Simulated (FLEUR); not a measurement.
# MnO2 monolayer: which magnetic order is lowest, part 2 of 3

Aim: find out whether MnO2 monolayer carries moments, and which collinear order costs least.

FLEUR MaX-R8.1; LDA (VWN) with U = 4.9 eV, J = 0.9 eV on Mn d; all-electron FLAPW film, Dirac cores, scalar-relativistic bands.

So far. Step 2 (Order 1, typed as ferro +): After 27 cycles the largest moment stands at 2.95 μB.

## Step 3: Order 2, typed as antiferro q=(0,1/2,0) +-

Reversing part of the moments tests the sign of the couplings between them.

This order needs a doubled cell of 6 atoms. The mesh is halved along the doubled vector, so that both cells sample the same points. The k list default-1 (kpts.xml, not shown) is a Γ-centred 8×4×1 mesh.

File inp.xml:

```
<?xml version="1.0" encoding="UTF-8" standalone="no"?>
<fleurInput fleurInputVersion="0.39">
   <comment>
      MnO2
   </comment>
   <calculationSetup>
      <cutoffs Kmax="4.4" Gmax="13.2" GmaxXC="13.2" numbands="0"/>
      <scfLoop itmax="130" minDistance="0.0001" maxIterBroyd="15" imix="Anderson" alpha="0.03" precondParam="0.0" spinf="2.0" sdNocoIR="T"/>
      <coreElectrons ctail="T" frcor="F" kcrel="0" coretail_lmax="0"/>
      <xcFunctional name="vwn" relativisticCorrections="F"/>
      <magnetism jspins="2"/>
      <soc l_soc="F" theta="0.0" phi="0.0" spav="F"/>
      <expertModes spex="0" secvar="F"/>
      <geometryOptimization l_f="F" forcealpha="1.0" forcemix="BFGS" epsdisp="0.00001" epsforce="0.00001"/>
      <ldaU l_linMix="F" mixParam="0.05" spinf="1.0"/>
   </calculationSetup>
   <cell>
      <bzIntegration valenceElectrons="54.0" mode="hist" fermiSmearingEnergy="0.00293995">
         <kPointListSelection listName="default-1"/>
         <xi:include xmlns:xi="http://www.w3.org/2001/XInclude" href="kpts.xml"> </xi:include>
      </bzIntegration>
      <xi:include xmlns:xi="http://www.w3.org/2001/XInclude" href="sym.xml"> </xi:include>
      <filmLattice scale="1.0" dVac="6.84" dTilda="9.34">
         <bravaisMatrixFilm>
            <row-1>    5.3987018735860017     0.0000000000000000</row-1>
            <row-2>   -5.3987018735860017     9.3508259576952018</row-2>
         </bravaisMatrixFilm>
         <vacuumEnergyParameters vacuum="1" spinUp="-.25" spinDown="-.25"/>
      </filmLattice>
   </cell>
   <atomSpecies>
      <species name="Manganese 4.500" element="Mn" atomicNumber="25">
         <mtSphere radius="2.18" gridPoints="721" logIncrement="0.017"/>
         <atomicCutoffs lmax="8" lnonsphr="6"/>
         <electronConfig flipSpins="F">
            <coreConfig>(1s1/2) (2s1/2) (2p1/2) (2p3/2)</coreConfig>
            <valenceConfig>(3s1/2) (3p1/2) (3p3/2) (4s1/2) (3d3/2) (3d5/2)</valenceConfig>
            <stateOccupation state="(3d3/2)" spinUp="1.75" spinDown="0.25"/>
            <stateOccupation state="(3d5/2)" spinUp="3.0" spinDown="0.0"/>
         </electronConfig>
         <energyParameters s="4" p="4" d="3" f="4"/>
         <ldaU l="2" U="4.9" J="0.9" l_amf="F"/>
         <lo type="SCLO" l="0" n="3" eDeriv="0"/>
         <lo type="SCLO" l="1" n="3" eDeriv="0"/>
      </species>
      <species name="Manganese -4.500" element="Mn" atomicNumber="25">
         <mtSphere radius="2.18" gridPoints="721" logIncrement="0.017"/>
         <atomicCutoffs lmax="8" lnonsphr="6"/>
         <electronConfig flipSpins="F">
            <coreConfig>(1s1/2) (2s1/2) (2p1/2) (2p3/2)</coreConfig>
            <valenceConfig>(3s1/2) (3p1/2) (3p3/2) (4s1/2) (3d3/2) (3d5/2)</valenceConfig>
            <stateOccupation state="(3d3/2)" spinUp="0.25" spinDown="1.75"/>
            <stateOccupation state="(3d5/2)" spinUp="0.0" spinDown="3.0"/>
         </electronConfig>
         <energyParameters s="4" p="4" d="3" f="4"/>
         <ldaU l="2" U="4.9" J="0.9" l_amf="F"/>
         <lo type="SCLO" l="0" n="3" eDeriv="0"/>
         <lo type="SCLO" l="1" n="3" eDeriv="0"/>
      </species>
      <species name="Oxygen (O)" element="O" atomicNumber="8">
         <mtSphere radius="1.23" gridPoints="407" logIncrement="0.026"/>
         <atomicCutoffs lmax="6" lnonsphr="4"/>
         <electronConfig flipSpins="F">
            <coreConfig>(1s1/2)</coreConfig>
            <valenceConfig>(2s1/2) (2p1/2) (2p3/2)</valenceConfig>
            <stateOccupation state="(2p1/2)" spinUp="0.666667" spinDown="0.666667"/>
            <stateOccupation state="(2p3/2)" spinUp="1.333333" spinDown="1.333333"/>
         </electronConfig>
         <energyParameters s="2" p="2" d="3" f="4"/>
      </species>
   </atomSpecies>
   <atomGroups>
      <atomGroup species="Manganese 4.500">
         <filmPos label="                   1">.0000000000 .0000000000 .0000000000</filmPos>
         <force calculate="T" relaxXYZ="TTT"/>
      </atomGroup>
      <atomGroup species="Manganese -4.500">
         <filmPos label="                   2">.0000000000 1.000/2.000 .0000000000</filmPos>
         <force calculate="T" relaxXYZ="TTT"/>
      </atomGroup>
      <atomGroup species="Oxygen (O)">
         <filmPos label="                   3">-1.000/3.000 1.000/6.000 1.7922906905</filmPos>
         <filmPos label="                   6">1.000/3.000 -1.000/6.000 -1.7922906905</filmPos>
         <force calculate="T" relaxXYZ="TTT"/>
      </atomGroup>
      <atomGroup species="Oxygen (O)">
         <filmPos label="                   4">-1.000/3.000 -1.000/3.000 1.7922906905</filmPos>
         <filmPos label="                   5">1.000/3.000 1.000/3.000 -1.7922906905</filmPos>
         <force calculate="T" relaxXYZ="TTT"/>
      </atomGroup>
   </atomGroups>
   <output dos="F" band="F" slice="F">
      <bandDOS minEnergy="-.5*Htr" maxEnergy="0.5*Htr" sigma="0.015" storeEVData="T"/>
      <plotting iplot="0" polar="F">
         <plot TwoD="T" vec1="  1.0  0.0  0.0" vec2="  0.0  1.0  0.0" vec3="  0.0  0.0  1.0" zero="  0.0  0.0 -0.5" file="plot"/>
      </plotting>
      <moessbauerParams electricFieldGradient="F" isomerShift="F" coreHyperfine="F" valenceHyperfine="F"/>
   </output>
</fleurInput>
```

File crystal.txt:

```
MnO2
&input film=T cartesian=F /
2.85687000000  0.00000000000  0.00000000000
-2.85687000000  4.94824400000  0.00000000000
0.00000000000  0.00000000000  1.00000000000
1.8897261246
1.0 1.0 1.0

6
25 0.00000000000  0.00000000000  0.00000000000 : 4.500
25 0.00000000000  0.50000000000  0.00000000000 : -4.500
8 0.66666650000  0.16666650000  1.79229069049
8 0.66666650000  0.66666650000  1.79229069049
8 0.33333350000  0.33333350000  -1.79229069049
8 0.33333350000  0.83333350000  -1.79229069049

&kpt div1=8 div2=4 div3=1 gamma=T /
```

Launch:

```
$ OMP_NUM_THREADS=1 inpgen -f crystal.txt > inpgen.log  # inp.xml is then edited as shown
$ OMP_NUM_THREADS=1 mpirun -n 2 fleur_MPI > fleur.log
```

Output:

```text
[banner, memory and clock lines left out]
Welcome to FLEUR        (www.flapw.de)
      MaX-Release 8.1          (www.max-centre.eu)

 ========== k-point set info ==========
 Selected k-point list: default-1
 k-point list type: mesh
 8 x 4 x 1
 Number of k points: 18

 ------------Calculation Setup---------------------------
 Number of PE/node        :            2
 Number of OMP-threads    :            1
 k-points in parallel     :            2
 pe's per k-point         :            1
 No of k-point loops      :            9
 Eigenvalue solver        :       lapack
 Number of basis functions:          728
 Approximate size of matrices (H+S) per k-point:         0.008 GB
 no density matrix found ... skipping LDA+U
 Reset of history
 Iteration:     1   Distance:      42.40512979 me/bohr^3
 Iteration:     2   Distance:      41.42198372 me/bohr^3
 Iteration:     3   Distance:      36.82077707 me/bohr^3
 Iteration:     4   Distance:      23.46287350 me/bohr^3
 Iteration:     5   Distance:      22.77273430 me/bohr^3
 Iteration:     6   Distance:      11.88728924 me/bohr^3
 Iteration:     7   Distance:       7.85937026 me/bohr^3
 Iteration:     8   Distance:       7.96319616 me/bohr^3
 Iteration:     9   Distance:       3.70440554 me/bohr^3
 Iteration:    10   Distance:       1.22342683 me/bohr^3
 Iteration:    11   Distance:       1.48559783 me/bohr^3
 Iteration:    12   Distance:       1.15307623 me/bohr^3
 Iteration:    13   Distance:       1.30785452 me/bohr^3
 Iteration:    14   Distance:       0.40934046 me/bohr^3
 Iteration:    15   Distance:       0.23070057 me/bohr^3
 Iteration:    16   Distance:       0.06508197 me/bohr^3
 Iteration:    17   Distance:       0.05237138 me/bohr^3
 Iteration:    18   Distance:       0.03596933 me/bohr^3
 Iteration:    19   Distance:       0.01943323 me/bohr^3
 Iteration:    20   Distance:       0.01354233 me/bohr^3
 Iteration:    21   Distance:       0.00993993 me/bohr^3
 Iteration:    22   Distance:       0.00201755 me/bohr^3
 Iteration:    23   Distance:       0.00193958 me/bohr^3
 Iteration:    24   Distance:       0.00093266 me/bohr^3
 Iteration:    25   Distance:       0.00080118 me/bohr^3
 Iteration:    26   Distance:       0.00061107 me/bohr^3
 Iteration:    27   Distance:       0.00055192 me/bohr^3
 Iteration:    28   Distance:       0.00032715 me/bohr^3
 Iteration:    29   Distance:       0.00002169 me/bohr^3

 ********************************************************************
 Run finished successfully
 Stop message:
   all done
 ********************************************************************

--- out.xml (last complete iteration) ---
<iteration numberForCurrentRun="   29" overallNumber="   29">
         [... left out ...]
         <bandgap value="2.6714933732" units="eV"/>
         <sumValenceSingleParticleEnergies value="-58.5077699577" units="Htr"/>
         <FermiEnergy value="-0.3343957764" units="Htr"/>
         <valenceDensity>
            <mtCharges spin="1">
               <mtCharge atomType="1" total="8.1736063" s="1.1484896" p="3.2049293" d="3.7464081" f="0.0566272"/>
               <mtCharge atomType="2" total="5.3307749" s="1.1383125" p="3.1919595" d="0.9254109" f="0.0567703"/>
               <mtCharge atomType="3" total="1.8917213" s="0.6005342" p="1.2883337" d="0.0025595" f="0.0002520"/>
               <mtCharge atomType="4" total="1.8899640" s="0.6000161" p="1.2874219" d="0.0022934" f="0.0001988"/>
            </mtCharges>
            <mtCharges spin="2">
               <mtCharge atomType="1" total="5.3307749" s="1.1383125" p="3.1919595" d="0.9254109" f="0.0567703"/>
               <mtCharge atomType="2" total="8.1736063" s="1.1484896" p="3.2049293" d="3.7464081" f="0.0566272"/>
               <mtCharge atomType="3" total="1.8899640" s="0.6000161" p="1.2874219" d="0.0022934" f="0.0001988"/>
               <mtCharge atomType="4" total="1.8917213" s="0.6005342" p="1.2883337" d="0.0025595" f="0.0002520"/>
            </mtCharges>
            <spinDependentCharge spin="1" total="27.0000019" interstitial="5.5690043" mtSpheres="21.0677519" vacuum1="0.1816229"/>
            <spinDependentCharge spin="2" total="27.0000019" interstitial="5.5690043" mtSpheres="21.0677519" vacuum1="0.1816229"/>
            <totalCharge value="54.0000038950"/>
         </valenceDensity>
         [... left out ...]
         <magneticMomentsInMTSpheres units="muBohr">
            <globalMagMoment atomType="1" vec="0.00000   0.00000   2.84283"/>
            <localMagMoment atomType="1" vec="0.00000   0.00000   2.84283"/>
            <globalMagMoment atomType="2" vec="0.00000   0.00000  -2.84283"/>
            <localMagMoment atomType="2" vec="0.00000   0.00000  -2.84283"/>
            <globalMagMoment atomType="3" vec="0.00000   0.00000   0.00176"/>
            <localMagMoment atomType="3" vec="0.00000   0.00000   0.00176"/>
            <globalMagMoment atomType="4" vec="0.00000   0.00000  -0.00176"/>
            <localMagMoment atomType="4" vec="0.00000   0.00000  -0.00176"/>
         </magneticMomentsInMTSpheres>
         [... left out ...]
         <totalEnergy value="    -2612.0941063615" units="Htr">
            <sumOfEigenvalues value="    -1540.0019180394">
               <coreElectrons value="-1481.4941480817"/>
               <valenceElectrons value="-58.5077699577"/>
            </sumOfEigenvalues>
            <densityCoulombPotentialIntegral value="-4002.8465926705"/>
            <densityEffectivePotentialIntegral value="-4177.9074291509"/>
            <chargeDenXCDenIntegral value="-132.4017010290"/>
            <FockExchangeEnergyValence value="0.0000000000"/>
            <FockExchangeEnergyCore value="0.0000000000"/>
         [... left out ...]
            <dftUCorrection value="-0.5103435854"/>
            <tkbTimesEntropy value="0.0000000000"/>
            <freeEnergy value="-2612.0941063615"/>
            <extrapolationTo0K value="-2612.0941063615"/>
         </totalEnergy>
         [... left out ...]
         <ldaUDensityMatrixConvergence>
            <distance spin="1" distance="0.000002"/>
            <distance spin="2" distance="0.000002"/>
         </ldaUDensityMatrixConvergence>
         <densityConvergence units="me/bohr^3">
            <chargeDensity spin="1" distance="0.0000152136"/>
            <chargeDensity spin="2" distance="0.0000151696"/>
            <overallChargeDensity distance="0.0000216942"/>
            <spinDensity distance="0.0000212722"/>
         </densityConvergence>
      </iteration>
```

Run time: 2.2 min. Hardware: 2 MPI ranks of Arm Neoverse V2, shared host; peak memory 0.61 GiB; 4.4 min of CPU time.

Spin moment in the muffin-tin sphere by atom:

```csv
atom,spin moment in the muffin-tin sphere (μB)
Mn1,2.84
Mn2,-2.84
O3,0.00
O4,0.00
O5,0.00
O6,0.00
```

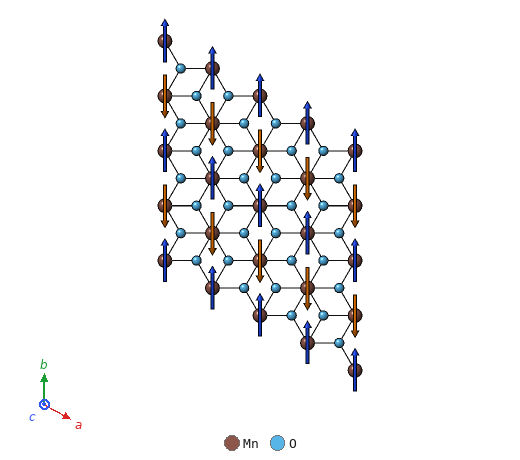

Spin moment in the muffin-tin sphere as arrows, the longest 2.84 μB. Up and down stand for the sign. Arrows give size and sign along the axis of quantisation, drawn up and down the page. The two directions have two colours. 4×2×1 cells are drawn. Some periodic images of atoms are drawn too.

This step gave:

```yaml
free_energy: -71078.7016 eV
program_s_band_gap_on_this_mesh_in_a_metal_only_a_level_spacing: 2.671 eV
magnetization: 0 μB
final_state: antiferromagnetic
```

It lies 31.8 meV a seeded atom over the first start, and its largest moment is 2.84 μB against 2.95 μB.

## Step 4: Start 3: no spin polarisation

A spinless run shows what the cell costs with no moments; under a U that can hold a penalty on part-filled orbitals beside the lost exchange.

The k list default-1 (kpts.xml, not shown) is a Γ-centred 8×8×1 mesh.

File inp.xml:

```
<?xml version="1.0" encoding="UTF-8" standalone="no"?>
<fleurInput fleurInputVersion="0.39">
   <comment>
      MnO2
   </comment>
   <calculationSetup>
      <cutoffs Kmax="4.4" Gmax="13.2" GmaxXC="13.2" numbands="0"/>
      <scfLoop itmax="130" minDistance="0.0001" maxIterBroyd="15" imix="Anderson" alpha="0.03" precondParam="0.0" spinf="2.0" sdNocoIR="T"/>
      <coreElectrons ctail="T" frcor="F" kcrel="0" coretail_lmax="0"/>
      <xcFunctional name="vwn" relativisticCorrections="F"/>
      <magnetism jspins="1"/>
      <soc l_soc="F" theta="0.0" phi="0.0" spav="F"/>
      <expertModes spex="0" secvar="F"/>
      <geometryOptimization l_f="F" forcealpha="1.0" forcemix="BFGS" epsdisp="0.00001" epsforce="0.00001"/>
      <ldaU l_linMix="F" mixParam="0.05" spinf="1.0"/>
   </calculationSetup>
   <cell>
      <bzIntegration valenceElectrons="27.0" mode="hist" fermiSmearingEnergy="0.00293995">
         <kPointListSelection listName="default-1"/>
         <xi:include xmlns:xi="http://www.w3.org/2001/XInclude" href="kpts.xml"> </xi:include>
      </bzIntegration>
      <xi:include xmlns:xi="http://www.w3.org/2001/XInclude" href="sym.xml"> </xi:include>
      <filmLattice scale="1.0" dVac="6.84" dTilda="9.34">
         <bravaisMatrixFilm>
            <row-1>    5.3987018787071595    -0.0000000011905275</row-1>
            <row-2>   -2.6993509383236791     4.6754129750114570</row-2>
         </bravaisMatrixFilm>
         <vacuumEnergyParameters vacuum="1" spinUp="-.25" spinDown="-.25"/>
      </filmLattice>
   </cell>
   <atomSpecies>
      <species name="Manganese (Mn)" element="Mn" atomicNumber="25">
         <mtSphere radius="2.18" gridPoints="721" logIncrement="0.017"/>
         <atomicCutoffs lmax="8" lnonsphr="6"/>
         <electronConfig flipSpins="F">
            <coreConfig>(1s1/2) (2s1/2) (2p1/2) (2p3/2)</coreConfig>
            <valenceConfig>(3s1/2) (3p1/2) (3p3/2) (4s1/2) (3d3/2) (3d5/2)</valenceConfig>
            <stateOccupation state="(3d3/2)" spinUp="1.000000" spinDown="1.000000"/>
            <stateOccupation state="(3d5/2)" spinUp="1.500000" spinDown="1.500000"/>
         </electronConfig>
         <energyParameters s="4" p="4" d="3" f="4"/>
         <ldaU l="2" U="4.9" J="0.9" l_amf="F"/>
         <lo type="SCLO" l="0" n="3" eDeriv="0"/>
         <lo type="SCLO" l="1" n="3" eDeriv="0"/>
      </species>
      <species name="Oxygen (O)" element="O" atomicNumber="8">
         <mtSphere radius="1.23" gridPoints="407" logIncrement="0.026"/>
         <atomicCutoffs lmax="6" lnonsphr="4"/>
         <electronConfig flipSpins="F">
            <coreConfig>(1s1/2)</coreConfig>
            <valenceConfig>(2s1/2) (2p1/2) (2p3/2)</valenceConfig>
            <stateOccupation state="(2p1/2)" spinUp="0.666667" spinDown="0.666667"/>
            <stateOccupation state="(2p3/2)" spinUp="1.333333" spinDown="1.333333"/>
         </electronConfig>
         <energyParameters s="2" p="2" d="3" f="4"/>
      </species>
   </atomSpecies>
   <atomGroups>
      <atomGroup species="Manganese (Mn)">
         <filmPos label="                   1">.0000000000 .0000000000 .0000000000</filmPos>
         <force calculate="T" relaxXYZ="TTT"/>
      </atomGroup>
      <atomGroup species="Oxygen (O)">
         <filmPos label="                   2">-1.000/3.000 1.000/3.000 1.7922906905</filmPos>
         <filmPos label="                   3">1.000/3.000 -1.000/3.000 -1.7922906905</filmPos>
         <force calculate="T" relaxXYZ="TTT"/>
      </atomGroup>
   </atomGroups>
   <output dos="F" band="F" slice="F">
      <bandDOS minEnergy="-.5*Htr" maxEnergy="0.5*Htr" sigma="0.015" storeEVData="T"/>
      <plotting iplot="0" polar="F">
         <plot TwoD="T" vec1="  1.0  0.0  0.0" vec2="  0.0  1.0  0.0" vec3="  0.0  0.0  1.0" zero="  0.0  0.0 -0.5" file="plot"/>
      </plotting>
      <moessbauerParams electricFieldGradient="F" isomerShift="F" coreHyperfine="F" valenceHyperfine="F"/>
   </output>
</fleurInput>
```

File crystal.txt:

```
MnO2
&input film=T cartesian=F /
2.85687000271  -0.00000000063  0.00000000000
-1.42843500081  2.47412199797  0.00000000000
0.00000000000  0.00000000000  1.00000000000
1.8897261246
1.0 1.0 1.0

3
25 0.00000000000  0.00000000000  0.00000000000
8 0.66666666667  0.33333333333  1.79229069049
8 0.33333333333  0.66666666667  -1.79229069049

&kpt div1=8 div2=8 div3=1 gamma=T /
```

Output:

```text
[banner, memory and clock lines left out]
Welcome to FLEUR        (www.flapw.de)
      MaX-Release 8.1          (www.max-centre.eu)

 ========== k-point set info ==========
 Selected k-point list: default-1
 k-point list type: mesh
 8 x 8 x 1
 Number of k points: 10

 [... set-up left out ...]
 no density matrix found ... skipping LDA+U
 Reset of history
 Iteration:     1   Distance:      39.46216756 me/bohr^3
 Iteration:     2   Distance:      44.11157393 me/bohr^3
 Iteration:     3   Distance:      39.41817405 me/bohr^3
 Iteration:     4   Distance:      21.82240674 me/bohr^3
[...]
<sumOfEigenvalues value="     -769.2699983680">
               <coreElectrons value="-740.6088370347"/>
               <valenceElectrons value="-28.6611613333"/>
            </sumOfEigenvalues>
         [... left out ...]
            <freeEnergy value="-1305.9359816964"/>
            <extrapolationTo0K value="-1305.9344858325"/>
         </totalEnergy>
         [... left out ...]
         <ldaUDensityMatrixConvergence>
            <distance spin="1" distance="0.000004"/>
         </ldaUDensityMatrixConvergence>
         <densityConvergence units="me/bohr^3">
            <chargeDensity spin="1" distance="0.0000477019"/>
         </densityConvergence>
      </iteration>
```

The job ended after 13 s (2 MPI ranks; peak memory 0.12 GiB).

This step gave:

```
free energy                                                       : -35536.3284 eV
program's band gap on this mesh (in a metal only a level spacing) : 0.09991 eV
final state                                                       : non-magnetic (no spin polarisation)
```

It lies 3054 meV a seeded atom over the first start.

[end of part 2 of 3]

[Logs and program files are shortened in this print: banners, set-up blocks, solver, clock and traceback lines can be left out without a mark of their own.]

[Logs are printed without paths, hosts, clocks, repeated set-up lines and the standing remarks that a program may print on its own settings, such as how far it seeks lower states.]

[Hosts, paths, dates, database ids (printed as entryN), source tags and the programs' standing remarks are cut or masked in the printed files.]

[Where a cell is said to come from a database of computed structures, the database is the Materials Project.]
